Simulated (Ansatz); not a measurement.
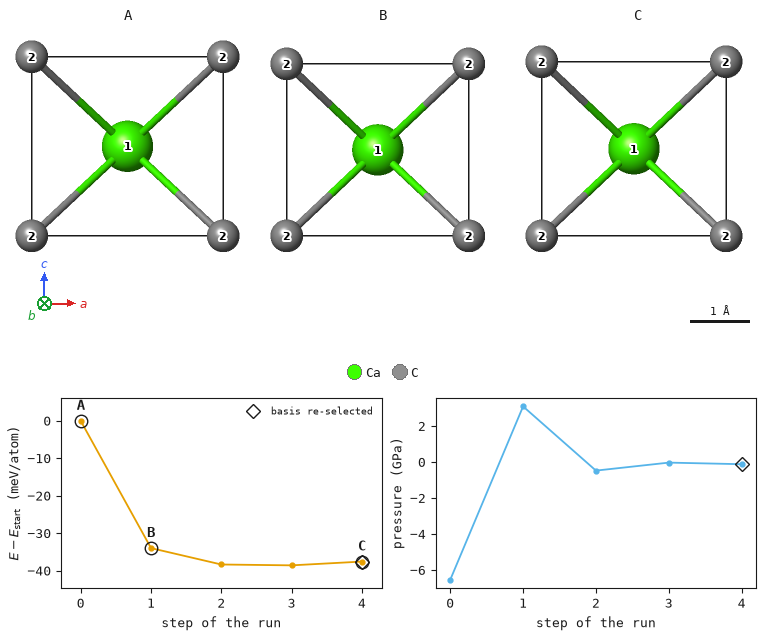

Frames of a relaxation of a crystal of CaC (a generated structure, set up in P4/mmm) (coarse preliminary run), marked on the history of the run. Style: ball-and-stick. Shown: the cell of the calculation, along the b axis.

Theory: Ansatz, DFT PBE, scalar-relativistic, plane waves, PAW. Settings: plane-wave cutoff 420 eV; k-point mesh 6 × 6 × 6; occupations gaussian; smearing width 0.1 eV; no spin polarisation; cell and atoms relaxed; force threshold 0.04 eV/Å; at most 70 steps.

Describe the path.

Answer. The energy falls by 37.5 meV per atom in 3 accepted moves (4 points after the start). All forces vanish by symmetry, so only the cell relaxes. Pressure: −6.54 GPa at the start and −0.11 GPa at the end. At 1 point the geometry stayed and the basis and grid were re-selected for the new cell (energy shift of 1.0 meV per atom at most each time). No atom moves by more than 0.005 Å relative to the cell. Cell: a = b 3.296 → 3.174 Å (−3.7 %), c 3.084 → 2.998 Å (−2.8 %). Volume −9.8 %. Near-neighbour distances that change, for instance: Ca1–Ca1 3.296 → 3.174 Å, Ca1–C2 2.795 → 2.699 Å, Ca1–Ca1 (another image) 3.084 → 2.998 Å. The space group stays P4/mmm (No. 123). Cost: 2 s on 1 thread of AMD EPYC 9R45 96-Core Processor (Zen 5), on a shared host, peak memory 0.35 GiB. From step 0 to 1: volume −13.1 %, energy −34.0 meV per atom. From step 1 to 4: volume +3.8 %, energy −3.6 meV per atom.
